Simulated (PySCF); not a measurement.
## Electronic structure of C4H12NSi2 (doublet) in real space

```yaml
atoms:
  - { symbol: Si, position_ang: [-3.0558, 0.6174, 0.0698] }
  - { symbol: Si, position_ang: [-1.6169, -1.1422, 0.4458] }
  - { symbol: N, position_ang: [-0.2281, -0.9176, -0.5583] }
  - { symbol: C, position_ang: [0.5121, 0.3154, -0.6263] }
  - { symbol: C, position_ang: [1.4052, 0.5135, 0.5940] }
  - { symbol: C, position_ang: [2.7189, 1.1349, 0.4961] }
  - { symbol: C, position_ang: [2.6806, -0.3077, 0.7415] }
  - { symbol: H, position_ang: [-2.7955, 1.7649, 0.9488] }
  - { symbol: H, position_ang: [-3.0126, 1.1527, -1.2954] }
  - { symbol: H, position_ang: [-4.4458, 0.2236, 0.3171] }
  - { symbol: H, position_ang: [-2.0788, -2.4675, 0.0149] }
  - { symbol: H, position_ang: [-1.2880, -1.2857, 1.8821] }
  - { symbol: H, position_ang: [0.3873, -1.7123, -0.6573] }
  - { symbol: H, position_ang: [1.1265, 0.3172, -1.5332] }
  - { symbol: H, position_ang: [-0.2021, 1.1410, -0.6931] }
  - { symbol: H, position_ang: [0.8244, 0.6535, 1.5000] }
  - { symbol: H, position_ang: [3.1702, 1.6852, -0.3021] }
  - { symbol: H, position_ang: [2.9173, -0.6837, 1.7277] }
  - { symbol: H, position_ang: [2.9715, -0.9936, -0.0493] }
```

Geometry: GFN2-xTB.

The calculation used PySCF 2.14.0, density-fitted response routines, UKS B3LYP, pcH-1 on C H N Si, non-relativistic, mean-field spin-orbit, GIAO.

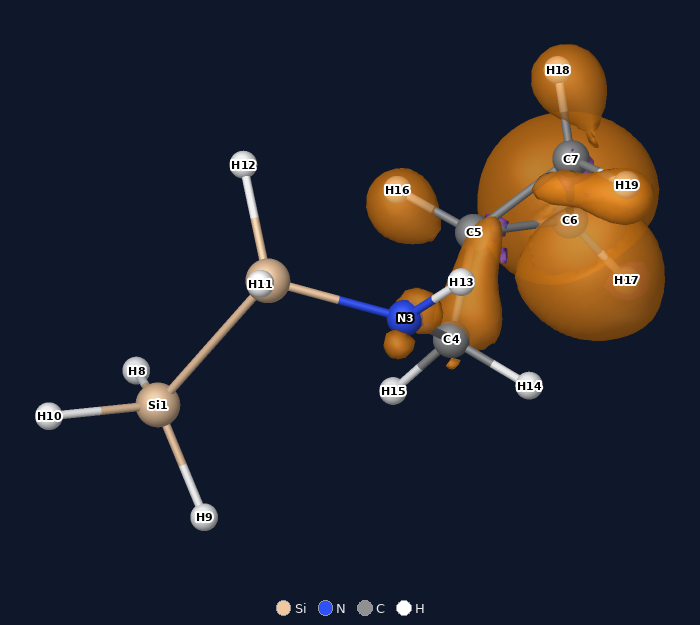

Figure 1. Isosurfaces of the spin density (α minus β) at +0.02 (orange) and −0.02 e/Å³ (purple), seen at an oblique angle.

Q: Which atoms carry the spin?

A: The unpaired spin (1 electron) lies mostly on C6 (about 0.7), in electrons by Hirshfeld's partition.

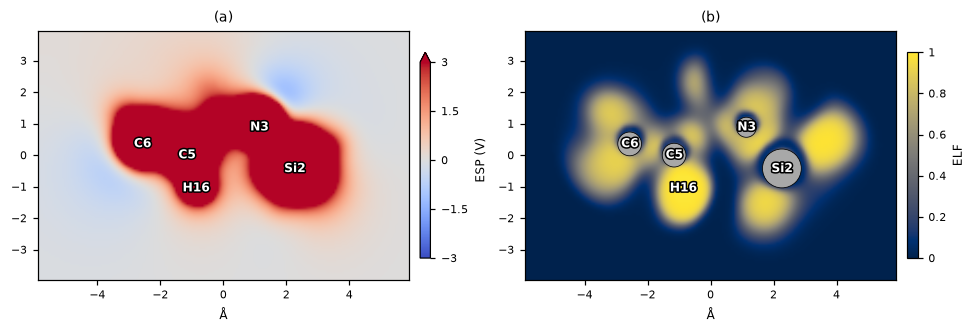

Figure 2. (a) molecular electrostatic potential; (b) electron localisation function on the plane of atoms C6, C5 and H16. Grey discs cover the atomic cores in the ELF map.

Q: What does the map show?

A: The section cuts through Si, N, C and H sites.
C–C (1.46 Å): the ELF peaks at about 0.85 between the atoms; localised, covalent bonding.
Si–N (1.73 Å): the ELF peaks at about 0.90 between the atoms, as expected for a shared but strongly polarised pair.
C–H (1.09 Å): the ELF is about 1 at the midpoint: a covalent bond by its length.
Outside the dense part of the molecule the potential is most negative (−1.1 V) near N3.

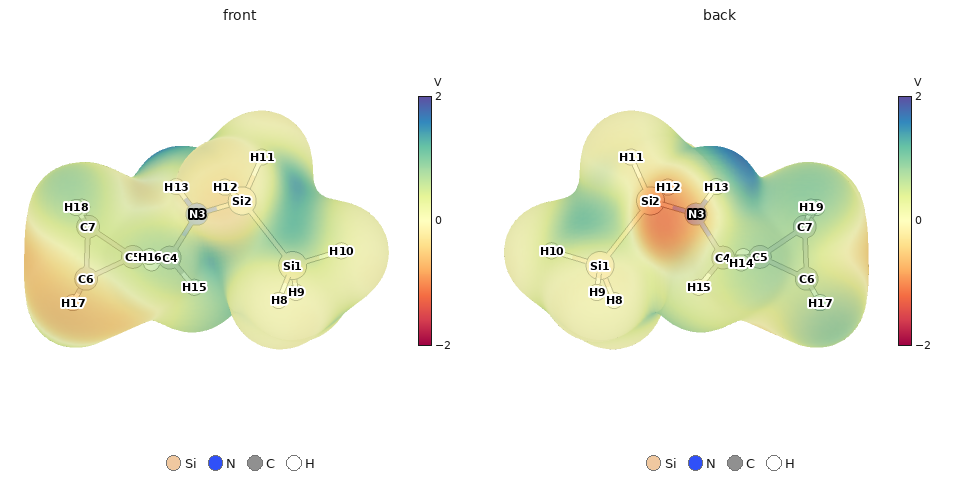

Figure 3. The molecular electrostatic potential painted on the density surface at 0.002 e/bohr³, seen from the front and from behind; the colour scale runs from red (negative) to blue (positive).

Q: Describe the electrostatic potential map.

A: The most negative region (about −1.1 V) lies over N3, the most positive (about +1.6 V) over H13. N3 is the likeliest acceptor of a hydrogen bond.
